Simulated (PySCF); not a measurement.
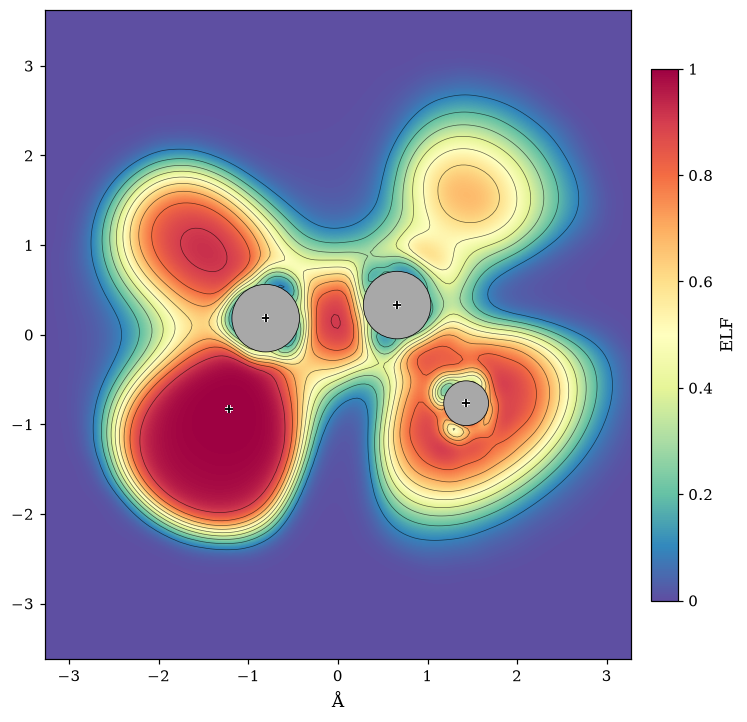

The electron localisation function on a plane through atoms (crosses mark nuclei in the plane; grey discs cover the cores).

The calculation used PySCF, Gaussian-basis quantum chemistry of an isolated molecule with PySCF, energy and nuclear gradient, functional PBE0.

Candidates:
A. C₃H₄F₂ (SMILES FC1(F)CC1)
B. C₃HP (SMILES C#CC#P)
C. H₄OSiZn (SMILES [SiH3][O][ZnH])

**Which system is this?**

Candidate A: C₃H₄F₂ on the plane of atoms C3, C1 and F4, which holds C, F and H. C–F (1.34 Å): the ELF peaks at about 0.85 between the atoms: a polar covalent bond. C–C (1.47 Å): the ELF peaks at about 0.90 between the atoms (localised, covalent bonding).
